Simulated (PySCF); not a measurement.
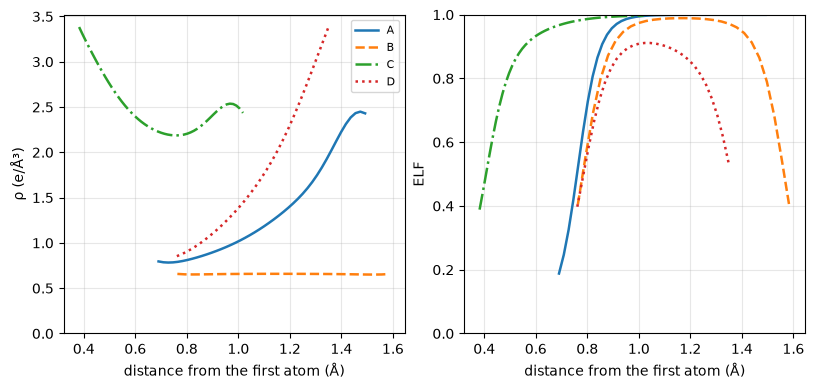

H12N2Si4 (SMILES [SiH3]N[SiH]([SiH3])N[SiH3]). Total electron density and electron localisation function along straight lines between neighbouring atoms. The curves leave out the atomic cores.

Geometry: PBE0-D3(BJ)/def2-SVP.

Level of theory: PySCF 2.14.0, PBE0/pcSseg-1, SCF density, gas phase, non-relativistic.

```yaml
atoms:
  - { symbol: Si, position_ang: [0.1682, -0.2045, -0.4874] }
  - { symbol: Si, position_ang: [-1.1548, 1.6255, -1.1317] }
  - { symbol: N, position_ang: [-0.8211, -1.4095, 0.2904] }
  - { symbol: Si, position_ang: [-2.4851, -1.3518, 0.7956] }
  - { symbol: N, position_ang: [1.4692, 0.3689, 0.5234] }
  - { symbol: Si, position_ang: [3.1899, 0.2695, 0.2723] }
  - { symbol: H, position_ang: [0.8613, -0.7947, -1.6739] }
  - { symbol: H, position_ang: [-0.3053, 2.4950, -2.0064] }
  - { symbol: H, position_ang: [-1.5652, 2.4363, 0.0583] }
  - { symbol: H, position_ang: [-2.3821, 1.2412, -1.8964] }
  - { symbol: H, position_ang: [-0.3342, -2.2818, 0.4906] }
  - { symbol: H, position_ang: [-2.9405, 0.0638, 0.6601] }
  - { symbol: H, position_ang: [-2.6296, -1.7826, 2.2213] }
  - { symbol: H, position_ang: [-3.3829, -2.2220, -0.0269] }
  - { symbol: H, position_ang: [1.1777, 0.8798, 1.3543] }
  - { symbol: H, position_ang: [3.8040, 1.5716, -0.1400] }
  - { symbol: H, position_ang: [3.4320, -0.7333, -0.8057] }
  - { symbol: H, position_ang: [3.8802, -0.1649, 1.5275] }
```

Q: Which curve belongs to which contact (N–H, Si–H, Si–N and Si–Si)? The first atom named is at distance zero.

A: Curve A: Si–H (1.49 Å): ρ is about 0.79 e/Å³ halfway; the ELF climbs to about 1 towards the hydrogen, as it does in any bond to H. Curve B: Si–Si (2.35 Å): ρ is about 0.66 e/Å³ halfway; the ELF peaks at about 1 between the atoms (a shared electron pair). Curve C: N–H (1.02 Å): ρ at the midpoint is about 2.7 e/Å³; the ELF climbs to about 1 towards the hydrogen; a covalent bond by its length. Curve D: Si–N (1.74 Å): ρ is about 1 e/Å³ halfway; the ELF peaks at about 0.90 between the atoms (a polar covalent bond).
